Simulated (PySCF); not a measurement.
**CH8O2Si2, SMILES `O[SiH2]CO[SiH3]`: what the electrons do**

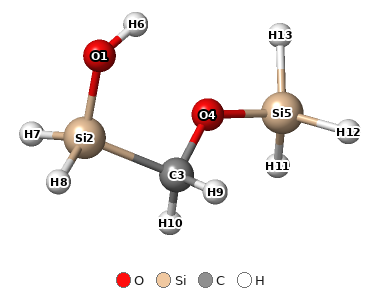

The molecule, with its atoms numbered as below. No frequency check shows the geometry to be a minimum.

Cartesian coordinates (Å):

```
O1      -2.0025    1.1956    0.2072
Si2     -1.8372   -0.3679   -0.1828
C3      -0.0876   -0.9293    0.3429
O4       0.7734    0.1097   -0.0927
Si5      2.3902    0.1711   -0.0497
H6      -1.2423    1.7727    0.1565
H7      -1.9584   -0.5542   -1.6295
H8      -2.8697   -1.0540    0.5822
H9       0.0163   -1.0478    1.4255
H10      0.2166   -1.8752   -0.1101
H11      2.9865   -0.9194   -0.8266
H12      2.8917    0.0787    1.3257
H13      2.5760    1.4871   -0.6425
```

Part 1: Bonding charge

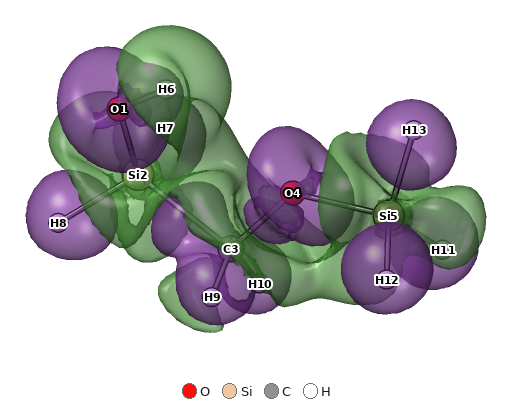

Deformation density (molecule less spherical, spin-averaged free atoms at the same positions), surfaces at ±0.04 e/Å³; purple: gain, green: loss.

Level of theory: PBE0/6-31+G* (PySCF), at a geometry from GFN2-xTB.

Describe the bonding that the map shows.

Answer. The five largest and four smallest: O1–H6: +0.69 e/Å³ at the bond critical point (bond length 0.96 Å). C3–H10: +0.67 e/Å³ at the bond critical point (bond length 1.09 Å). C3–H9: +0.67 e/Å³ at the bond critical point (bond length 1.09 Å). Si2–H8: +0.21 e/Å³ at the bond critical point (bond length 1.46 Å). Si5–H13: +0.21 e/Å³ at the bond critical point (bond length 1.46 Å). Si2–C3: +0.17 e/Å³ at the bond critical point (bond length 1.91 Å). O1–Si2: +0.06 e/Å³ at the bond critical point (bond length 1.62 Å); up to 0.6 Å beside the axis the gain reaches +0.35 e/Å³. O4–Si5: +0.06 e/Å³ at the bond critical point (bond length 1.62 Å); up to 0.6 Å beside the axis the gain reaches +0.34 e/Å³. C3–O4: 0.00 e/Å³ at the bond critical point (bond length 1.42 Å); up to 0.6 Å beside the axis the gain reaches +0.26 e/Å³. In all, 3.1 electrons gather in the regions of gain relative to the promolecule. A small or negative value marks a very polar bond, one between electron-rich atoms, whose free-atom densities already overlap strongly, a long bond to a heavier atom, or a closed-shell contact such as a hydrogen bond.

Where do the Hirshfeld charges lie?

Answer. The highest Hirshfeld charge is on Si2 (+0.39 e), the lowest on O1 (−0.32 e).

Part 2: Bond critical points

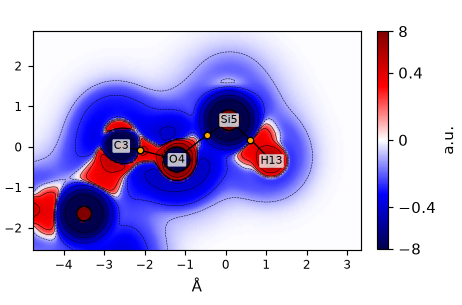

Negative Laplacian of the density (−∇²ρ) in the plane of C3, O4, Si5 and H13 (red positive, blue negative, colour scale in a.u., logarithmic beyond ±0.04), with bond paths and bond critical points (dots).

Sort the bonds in the plane by the sign of ∇²ρ at their critical points.

Answer. Concentrated (∇²ρ < 0): C3–O4 (−0.24 a.u.). Depleted (∇²ρ > 0): O4–Si5 (+1.11 a.u., H = −0.020); Si5–H13 (+0.18 a.u., H = −0.084). A positive Laplacian with clearly negative H marks a strongly polar covalent bond, whose critical point lies close to the core of the less electronegative atom.

Where along C3–O4 does the critical point lie?

Answer. 0.47 Å from C3 and 0.94 Å from O4.

Part 3: Electrostatic potential

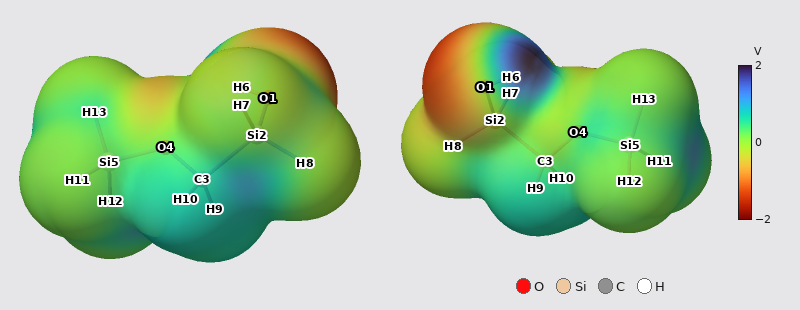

Electrostatic potential on the surface of electron density 0.001 a.u. (back view left, front view right).

Where are the extremes of the potential on the surface?

Answer. Highest: 1.97 V, 1.1 Å from H6. Further maxima include 1.23 V, near Si5 (2.00 Å), H12 (2.05 Å), H13 (2.12 Å) and H11 (2.14 Å); 1.12 V, near H10 (1.98 Å), Si2 (2.05 Å) and H8 (2.07 Å). Lowest: −1.41 V, 1.8 Å from O1. Further minima include −0.59 V, 1.9 Å from O4; −0.12 V, near O4 (1.90 Å) and H6 (2.00 Å). The surface is sampled at points, so like sites can differ by a few per cent and only the strongest of them is named.

What volume does the surface enclose, and what is the dipole moment?

Answer. About 145 Å³; the dipole moment is 2.0 D.

Part 4: Removing or adding an electron

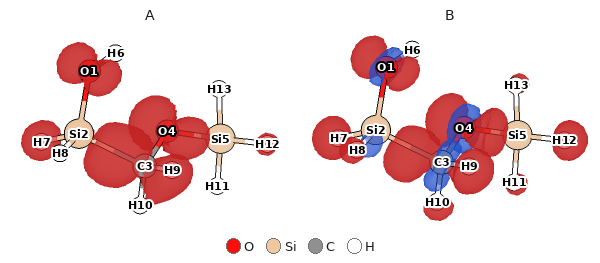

The Fukui function f⁻ from two separate SCF calculations and the density of the HOMO, at ±0.03 e/Å³ (red positive, blue negative).

PySCF calculation, B3LYP/def2-SVPD, gas phase; geometry: GFN2-xTB.

Which panel is which, and how good is the frozen-orbital picture?

Answer. B is f⁻ (it has negative regions), A the HOMO density. The HOMO lies on O4 (24 %), C3 (24 %) and Si2 (16 %); f⁻ (Hirshfeld-condensed) is largest on O4 (0.13), Si2 (0.12) and O1 (0.11); the vertical ionisation energy is 10.00 eV (the stability of the cation's solution wasn't checked). Relaxation shifts 30 % of the electron between atoms. The orbital energy is −7.86 eV.

The PySCF runs shown took 43 s and 5.5 min on 1 thread of Intel(R) Xeon(R) Processor @ 2.50GHz (Skylake/Cascade Lake), with other jobs on the host.
